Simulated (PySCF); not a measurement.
System: C5H6FO2 (SMILES CO[C]1C=C(F)OC1) (doublet).

```xyz
14

C     2.2183    0.5092    0.0157
O     1.3594   -0.5999    0.1526
C     0.0351   -0.3303    0.0546
C    -0.6602    0.8490   -0.1552
C    -1.9923    0.5126   -0.1662
F    -3.0582    1.2879   -0.3310
O    -2.2337   -0.8181    0.0222
C    -0.9697   -1.4433    0.1751
H     2.0305    1.2513    0.7981
H     3.2305    0.1218    0.1128
H     2.0969    0.9818   -0.9640
H    -0.2758    1.8390   -0.2860
H    -0.8496   -2.2126   -0.6024
H    -0.9321   -1.9491    1.1516
```

Geometry: GFN2-xTB.

All numbers below come from UKS B3LYP, pcH-1 on C F H O, non-relativistic, mean-field spin-orbit, GIAO (PySCF).

Q: What can the converged electron density, electron localisation function and spin density tell about the bonding?

A: C–F (1.33 Å): the density is about 2.4 e/Å³ at the midpoint; the ELF peaks at about 0.85 between the atoms: a polar covalent bond.
C–O (1.36 Å): ρ is about 2.3 e/Å³ halfway, with its minimum of 2 e/Å³ about 0.5 Å from C; the ELF peaks at about 0.90 between the atoms; a polar covalent bond.
C–C (1.37 Å): ρ at the midpoint is about 2.1 e/Å³; the ELF peaks at about 0.95 between the atoms (a covalent bond).
C–H (1.07 Å): ρ at the midpoint is about 2.1 e/Å³; the ELF climbs to about 1 towards the hydrogen, as it does in any bond to H (a covalent bond by its length).
The unpaired spin (1 electron) lies mostly on C3 (about 0.3), C5 (about 0.3), O2 (about 0.1) and O7 (about 0.1), in electrons by Hirshfeld's partition.

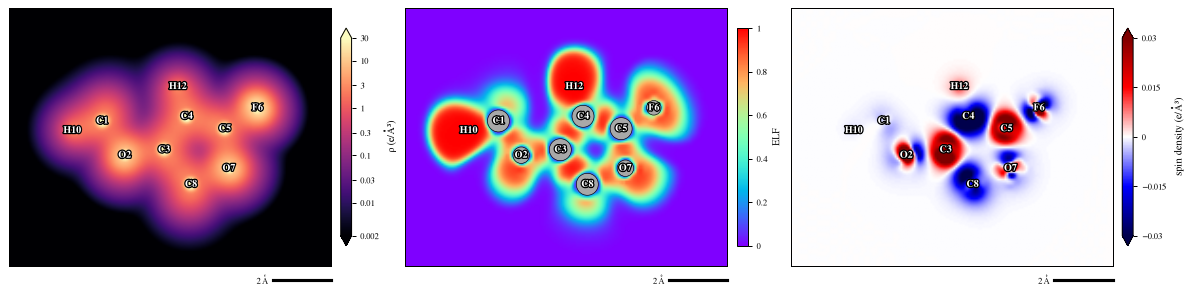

Computed electron density, electron localisation function and spin density on the plane of atoms C5, C4 and H12, in this order. Grey discs cover the atomic cores in the ELF map. 
